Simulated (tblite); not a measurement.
Molecular dynamics of C6H6FN (part 1 of 2)

The run: molecular dynamics of C6H6FN (2-fluoroaniline), SMILES Nc1ccccc1F. Method and program: GFN2-xTB Langevin dynamics, gas phase (tblite 0.8.0).

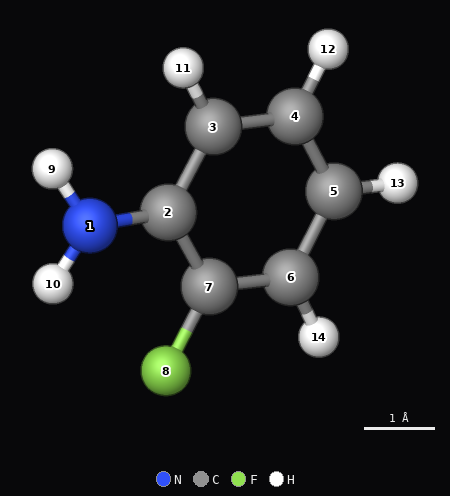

*The input geometry (ball-and-stick view, seen at a tilt; atoms are numbered from 1 in the order of the input).*

Bond lengths as drawn: C–C 1.38 to 1.40 Å, C–F 1.36 Å, C–H 1.08 Å, C–N 1.37 Å and H–N 1.01 Å.

The input:
```
{"job": {"dt": 1.5, "steps": 8000, "equilibration": 400, "friction": 0.005, "h_mass": 4.0, "temperature": 800, "xc": "GFN2-xTB", "basis": "xTB", "kind": "md"}, "charge": 0, "multiplicity": 1}
N      2.265717     0.107155     0.215413
C      0.910027     0.018776     0.007264
C      0.272546    -1.201065    -0.221381
C     -1.101014    -1.271170    -0.354866
C     -1.879884    -0.129958    -0.265827
C     -1.273291     1.095896    -0.043265
C      0.095773     1.152236     0.087709
F      0.696381     2.358183     0.289906
H      2.831023    -0.650350    -0.128171
H      2.672572     1.025035     0.137192
H      0.874187    -2.095480    -0.291176
H     -1.567276    -2.228602    -0.532237
H     -2.951531    -0.188402    -0.370761
H     -1.847943     2.005858     0.027464
```

The first line tells a small driver script what to run in tblite; the rest is the geometry in Å.

Machine: 1 CPU thread, shared host.

Run as:
```bash
OMP_NUM_THREADS=1 python <driver script> task.json out
```

The program's output:
```
t/fs     T/K   E - E0/eV
     0.0    828.1    -0.0000
   525.0    895.9     1.3418
  1050.0    749.6     1.8500
  1575.0    561.6     1.4541
  2100.0    605.2     1.7917
  2625.0    566.9     1.3930
  3150.0    810.4     1.3241
  3675.0    613.7     0.9094
  4200.0    513.5     1.0290
  4725.0    736.4     1.0129
  5250.0   1044.9     1.2646
  5775.0    883.0     1.4615
  6300.0   1005.4     0.9716
  6825.0    780.7     1.1929
  7350.0    916.9     1.9178
  7875.0    728.7     0.8735
  8400.0    750.6     1.2900
  8925.0    669.1     1.2497
  9450.0    676.9     1.2652
  9975.0    915.3     1.1742
 10500.0    990.5     1.0737
 11025.0    731.9     0.7630
 11550.0    651.0     1.1304
 12075.0    693.2     1.2497
 12600.0    757.4     1.2797
```

Trajectory as extended XYZ (Å, eV, eV/Å), 25 frames, from step=0 to step=8400:
```
14
Properties=species:S:1:pos:R:3:forces:R:3 step=0 time_fs=0.0 energy=-640.72640 temperature=828.1
N     2.2657    0.1072    0.2154    0.0000  -0.0010   0.0010
C     0.9100    0.0188    0.0073    0.0010   0.0010  -0.0020
C     0.2725   -1.2011   -0.2214    0.0000   0.0010  -0.0020
C    -1.1010   -1.2712   -0.3549   -0.0010   0.0000   0.0030
C    -1.8799   -0.1300   -0.2658   -0.0010  -0.0010   0.0010
C    -1.2733    1.0959   -0.0433   -0.0010   0.0000   0.0010
C     0.0958    1.1522    0.0877    0.0000  -0.0010   0.0000
F     0.6964    2.3582    0.2899    0.0000  -0.0010   0.0020
H     2.8310   -0.6504   -0.1282    0.0030   0.0000   0.0010
H     2.6726    1.0250    0.1372   -0.0020   0.0010   0.0000
H     0.8742   -2.0955   -0.2912    0.0000   0.0010  -0.0010
H    -1.5673   -2.2286   -0.5322    0.0000   0.0000   0.0000
H    -2.9515   -0.1884   -0.3708    0.0000  -0.0010   0.0000
H    -1.8479    2.0059    0.0275    0.0020   0.0020  -0.0030
14
Properties=species:S:1:pos:R:3:forces:R:3 step=350 time_fs=525.0 energy=-639.38459 temperature=895.9
N     1.6209   -1.5237   -1.1309    1.1790   3.8810   3.2160
C     0.5015   -0.9221   -0.6299    2.1980  -0.8230   0.5960
C    -0.6031   -1.6720   -0.7224   -3.0150  -0.6610  -1.0980
C    -1.7258   -1.2249   -0.1605   -4.2340   1.6130   2.1180
C    -1.7775   -0.1084    0.7664   -2.3810  -2.2190  -2.4550
C    -0.6691    0.6439    0.8341    0.5010   1.1740   1.6600
C     0.4377    0.1206    0.2553    3.7170   1.2970   0.0910
F     1.7277    0.7306    0.5438   -1.7530  -0.4450  -0.5190
H     1.4589   -2.1620   -1.7861   -0.2590  -2.7600  -3.1200
H     2.3914   -0.8888   -1.0971    0.7670  -0.2690  -0.4660
H    -0.8325   -2.4135   -1.4311    0.8230  -1.1330  -0.8200
H    -2.7567   -1.6545   -0.4364    1.7050   0.2380   0.6720
H    -2.8041    0.1241    1.0658    0.7890   0.3310   0.3550
H    -0.5756    1.5230    1.4723   -0.0370  -0.2230  -0.2280
14
Properties=species:S:1:pos:R:3:forces:R:3 step=700 time_fs=1050.0 energy=-638.87643 temperature=749.6
N     1.9562    0.5746   -0.9307   -2.3910  -4.9150  -2.2080
C     0.8888   -0.0391   -0.2072   -0.9000  -1.3160  -1.5460
C    -0.1805   -0.8426   -0.9038    1.9340   1.4020   3.8590
C    -1.0567   -1.5103    0.0474    1.5880   1.2470  -5.1380
C    -1.1476   -1.3518    1.3694   -0.0370   0.9960   2.8670
C    -0.1408   -0.5652    2.0725   -0.6910   0.2240  -1.9250
C     0.8957   -0.0091    1.2194   -1.2110  -0.1730   1.4100
F     1.8889    0.7260    1.9210   -1.1980  -0.8340  -1.2610
H     1.9116    0.5911   -1.9795   -0.3700  -0.4110   1.4340
H     2.1617    1.4185   -0.6302    1.4710   4.7710   2.0730
H    -0.3104   -0.8453   -2.0154    0.3230  -0.1460   1.5370
H    -1.7018   -2.0524   -0.5978   -1.2320  -0.8390   0.4770
H    -2.1401   -1.7668    1.7875    2.0530   0.6520   0.0970
H    -0.2981   -0.2540    3.1553    0.6620  -0.6580  -1.6770
14
Properties=species:S:1:pos:R:3:forces:R:3 step=1050 time_fs=1575.0 energy=-639.27231 temperature=561.6
N     1.9270   -1.0171   -1.9662    3.0040   0.8260   0.8330
C     0.6571   -1.0318   -1.4942   -0.2610   0.4040  -1.3250
C    -0.3580   -1.2883   -2.4234    2.0920   1.8290  -0.6260
C    -1.6537   -1.2092   -2.0355   -2.7760  -1.5120  -2.2640
C    -2.1129   -1.1060   -0.7678    1.7000   1.5530   2.3760
C    -1.0476   -0.7308    0.1133   -2.2620  -0.4950  -0.1830
C     0.2463   -0.6466   -0.2372    2.2150  -0.8780   0.6840
F     1.2921   -0.3826    0.6678   -1.1870   0.1480  -0.3580
H     2.3443   -0.8052   -2.8967   -1.5500  -0.4330   0.8000
H     2.6153   -0.6534   -1.2807   -0.6060  -0.4810  -0.3160
H     0.1697   -0.9656   -3.3474   -1.7460  -1.3690  -0.4260
H    -2.4778   -1.4630   -2.7150    0.5420   0.3500  -0.5730
H    -3.1655   -0.9924   -0.4312    1.1130  -0.4190  -0.4940
H    -1.3317   -0.4777    1.0752   -0.2780   0.4770   1.8720
14
Properties=species:S:1:pos:R:3:forces:R:3 step=1400 time_fs=2100.0 energy=-638.93470 temperature=605.2
N     0.9728   -3.0141   -1.0242   -0.0620  -3.0460  -3.2430
C    -0.1227   -2.5646   -1.6859   -1.8190   4.4170  -0.2600
C    -0.8080   -3.0172   -2.8328    0.8000  -3.0720  -1.0450
C    -1.8920   -2.5032   -3.5180   -0.2090   1.0020   2.5050
C    -2.5631   -1.4430   -2.8875    0.1380  -1.0310  -2.2740
C    -1.9202   -0.9100   -1.8827    3.8270   2.6430   5.2050
C    -0.6279   -1.2719   -1.3626   -1.1840  -0.3560  -0.0520
F    -0.0051   -0.4314   -0.3983   -1.0730  -1.4240  -1.1860
H     0.9473   -3.9670   -1.4481    1.3370   0.3090   1.2290
H     1.0479   -2.9598   -0.0522   -0.1120   0.2600   1.3020
H    -0.5532   -4.0259   -3.3115    0.4020   1.1630   1.0260
H    -2.4130   -3.1168   -4.1641   -0.4540  -0.7650  -1.6620
H    -3.3537   -0.8193   -3.1817   -1.3990  -0.3550  -0.9110
H    -2.3242   -0.1239   -1.2400   -0.1910   0.2570  -0.6340
14
Properties=species:S:1:pos:R:3:forces:R:3 step=1750 time_fs=2625.0 energy=-639.33339 temperature=566.9
N     0.0049   -2.9837    1.2868   -0.2370   0.2060  -1.0320
C    -0.4128   -2.4055    0.0399    2.1320   1.5810   1.6080
C    -0.6364   -3.0575   -1.1682   -1.1740  -1.0190   0.7940
C    -1.1558   -2.4098   -2.2796   -0.0520  -0.1130  -2.5250
C    -1.1827   -0.9747   -2.3924    0.1640  -0.4890  -1.1090
C    -0.7666   -0.2637   -1.2705    0.8160  -1.8070   0.8180
C    -0.3061   -1.0257   -0.1730   -0.3700   1.6250   1.6590
F     0.1846   -0.2990    0.9711   -0.6760  -0.5960  -1.5270
H     0.1244   -4.0023    1.2270    0.0440   0.8720   0.2760
H     0.4850   -2.4851    2.1039   -1.0880  -0.7180  -2.2470
H    -0.5763   -4.1247   -0.9516   -0.2720  -0.1280  -1.2270
H    -1.4452   -3.0783   -3.2648    0.7480   1.6790   2.4730
H    -1.3813   -0.3978   -3.4157    0.0930  -1.5010   2.3540
H    -0.6318    0.7888   -1.1713   -0.1280   0.4070  -0.3140
14
Properties=species:S:1:pos:R:3:forces:R:3 step=2100 time_fs=3150.0 energy=-639.40234 temperature=810.4
N    -0.3096   -2.3643    2.2232    0.5420   2.1130  -2.0370
C    -0.4728   -2.2302    0.8090    0.2960  -2.3650   0.6560
C    -0.9785   -3.2180   -0.0761    0.6170  -0.2480  -1.8110
C    -0.7105   -3.0862   -1.5074   -0.6830   0.6860   3.1880
C     0.0523   -1.9989   -1.9680   -0.6510  -2.8160  -4.2590
C     0.6307   -1.0858   -1.1802    1.6760   0.5040   0.8810
C     0.3378   -1.3591    0.1636    2.1230   4.5080  -0.2430
F     0.9417   -0.3373    0.9240   -0.3110  -0.7390   0.4970
H    -0.9386   -2.9392    2.6781   -1.4680  -1.3810   0.7840
H    -0.2642   -1.4446    2.6810    0.1810  -0.5500  -0.3070
H    -1.4013   -4.1759    0.2918    0.0360   1.0350  -0.2460
H    -1.2023   -3.8024   -2.1500    0.3870   0.1400  -0.0630
H     0.2899   -2.0770   -3.1079   -0.4640   0.4990   1.8690
H     1.5012   -0.3621   -1.5443   -2.2800  -1.3860   1.0900
14
Properties=species:S:1:pos:R:3:forces:R:3 step=2450 time_fs=3675.0 energy=-639.81701 temperature=613.7
N    -1.2031   -1.3743    1.7951   -1.4160  -1.5720  -0.2040
C    -0.8320   -2.5380    1.0564   -1.0240   1.5700   0.5640
C    -1.7049   -3.6360    0.8442   -0.1710   0.7280   1.4060
C    -1.2799   -4.7739    0.2607   -0.2370  -2.1780   0.5830
C     0.0525   -4.9074   -0.1786   -2.2740  -3.7790  -1.2310
C     0.9187   -3.9518    0.0094    2.8350   5.4350   0.7550
C     0.4392   -2.6524    0.5794    1.9650  -1.8130  -0.8590
F     1.3042   -1.5667    0.7569   -0.5740  -1.3330  -0.3100
H    -2.2119   -1.2597    2.0341    1.2120  -0.3680  -0.4720
H    -0.7777   -0.4991    1.5806    0.4600   0.1450  -0.2610
H    -2.6429   -3.6551    1.3833   -0.1690   0.3220  -0.2690
H    -1.8956   -5.7293    0.4080    0.6830   1.5460  -0.8010
H     0.2656   -5.8980   -0.6918    0.2160   1.3210   0.7800
H     2.0160   -3.9828   -0.2737   -1.5060  -0.0230   0.3200
14
Properties=species:S:1:pos:R:3:forces:R:3 step=2800 time_fs=4200.0 energy=-639.69742 temperature=513.5
N    -1.3232   -0.9526    0.1821   -4.1360   2.0020  -0.6820
C    -0.9078   -2.1232    0.5884   -0.6750  -3.5940   1.0990
C    -1.7068   -3.3419    0.7445   -1.5130   1.9200  -1.5040
C    -1.0974   -4.5227    1.0444   -1.6150  -1.5420  -0.4830
C     0.2742   -4.5769    1.2370    0.4820  -2.7260  -0.6940
C     1.0589   -3.4858    1.0412   -1.0320   0.6590   0.5070
C     0.4204   -2.2869    0.8566    1.3800   0.4350   0.3330
F     1.2807   -1.1953    0.9335   -0.6910   0.0300  -0.4430
H    -2.3541   -0.7495    0.3082    1.6890  -0.1080  -0.3620
H    -0.7075   -0.1829    0.2194    0.5310   0.7300   0.1360
H    -2.8565   -3.3592    0.4135    2.5480   0.3980   0.9190
H    -1.7932   -5.4743    0.9776    1.7070   1.7550   0.5250
H     0.7264   -5.5931    1.2579   -0.2120   0.8380   0.3920
H     2.0835   -3.3226    1.1315    1.5370  -0.7970   0.2550
14
Properties=species:S:1:pos:R:3:forces:R:3 step=3150 time_fs=4725.0 energy=-639.71354 temperature=736.4
N    -2.7231   -1.8739    1.4624   -0.3120   0.8590  -0.1960
C    -1.5586   -2.5005    1.6365    2.9020   0.9070  -1.1370
C    -1.3666   -3.3118    2.7354   -2.0010   0.9420   0.8850
C    -0.2016   -3.9706    3.0039    0.1190   2.3520  -2.7900
C     0.8269   -3.6591    2.1503    0.2380  -0.9860   0.2840
C     0.7104   -2.7272    1.1182    4.3360  -2.1360   0.1640
C    -0.4010   -2.1456    0.7748   -4.2070   0.2540   1.7330
F    -0.4096   -1.1598   -0.1358   -0.6630   0.0270  -0.3620
H    -3.4164   -2.2496    2.0411   -1.4360  -0.2570   0.5230
H    -2.9254   -1.6373    0.5285   -0.5730   0.4710  -0.8710
H    -2.1848   -3.2687    3.5098    0.6070  -0.5100  -1.0120
H    -0.2380   -4.6270    3.7529    0.6280  -2.2870   2.6380
H     1.7204   -4.2288    2.2708    0.6940   0.0560  -0.0920
H     1.6212   -2.6071    0.5171   -0.3320   0.3060   0.2330
14
Properties=species:S:1:pos:R:3:forces:R:3 step=3500 time_fs=5250.0 energy=-639.46181 temperature=1044.9
N    -1.9670   -1.1108    3.0879   -0.0610   0.4170  -2.6700
C    -0.9164   -1.8084    2.5217   -1.1620   0.1130   0.5890
C    -0.3416   -2.8727    3.2072   -0.0330  -0.4760  -0.7770
C     0.5777   -3.6957    2.5262   -2.1040   0.4660   1.6040
C     0.9072   -3.5638    1.2052   -0.0710   1.2610   1.1850
C     0.4339   -2.4299    0.5927   -1.7150   0.1820   0.0400
C    -0.6241   -1.7298    1.1872   -0.0300   0.8470  -2.0560
F    -1.5479   -1.0108    0.3216    1.7550  -0.5440   1.2780
H    -2.0025   -0.9498    4.0664   -0.1040   0.2820   0.2000
H    -2.3581   -0.4859    2.3405    0.1780  -0.4280   1.8050
H    -1.0298   -3.1209    4.0222    1.4450  -0.3570   0.4000
H     0.8002   -4.5709    3.0418    0.6830  -1.4150   0.7060
H     1.4440   -4.3578    0.7945    1.0530  -0.4170  -0.9560
H     0.6517   -2.1901   -0.4015    0.1670   0.0700  -1.3480
14
Properties=species:S:1:pos:R:3:forces:R:3 step=3850 time_fs=5775.0 energy=-639.26485 temperature=883.0
N     0.0847   -0.5611    2.2601    0.0520   1.3850   4.1340
C     0.4017   -1.8593    2.4715   -0.8300  -3.4240  -0.1070
C     0.6147   -2.4579    3.6953    0.5100  -3.0950   0.5260
C     0.8022   -3.9031    3.9490   -2.0250   1.9620  -6.4540
C     0.4623   -4.7503    2.8429   -0.4160   0.8200   0.2480
C    -0.0902   -4.1482    1.6675    1.6330  -1.3910   0.0060
C     0.1295   -2.8277    1.4292    0.2020   0.4200   1.9760
F    -0.1165   -2.2942    0.2598   -0.6610   0.6130  -2.0260
H    -0.5163   -0.1819    3.0614    1.2960  -0.3620  -1.4850
H    -0.2981   -0.3992    1.4028   -1.1590   0.6640  -2.6420
H     0.5763   -1.9056    4.5753    0.2570   1.1710   1.2050
H     0.9814   -4.3293    4.8315    0.8920  -0.9420   3.0740
H     0.5144   -5.8698    2.7243    0.0000   1.3550   1.0570
H    -0.4313   -4.8414    0.8704    0.2490   0.8240   0.4880
14
Properties=species:S:1:pos:R:3:forces:R:3 step=4200 time_fs=6300.0 energy=-639.75480 temperature=1005.4
N    -0.4006   -1.2988    1.3906    0.5270  -2.9570   0.8820
C    -0.7865   -1.9572    2.5641   -0.0330   0.9160  -0.1730
C    -1.4361   -1.1134    3.5407    1.9780  -0.9040  -0.5480
C    -1.7916   -1.5967    4.7876   -1.0210  -2.0080  -1.0130
C    -1.6587   -3.0557    5.0188   -0.5860   4.3890  -1.2700
C    -1.1402   -3.7994    4.0093    0.8890  -0.8540   0.8460
C    -0.5859   -3.3368    2.8432   -0.8690   2.2320  -0.3530
F     0.0169   -4.2143    2.0109    0.0090   0.2670  -0.2810
H    -0.5721   -0.3727    1.1413   -0.4080   1.1010   0.0730
H    -0.0220   -1.9208    0.6987    0.0660   0.1860  -0.2610
H    -1.2507   -0.0575    3.2689   -0.9960  -0.5600   0.5460
H    -2.5199   -0.9571    5.2880    0.8050  -0.3740   0.7550
H    -2.0013   -3.4768    5.9097   -0.3930  -0.4450   0.9770
H    -0.9704   -4.8150    4.2662    0.0310  -0.9880  -0.1810
```
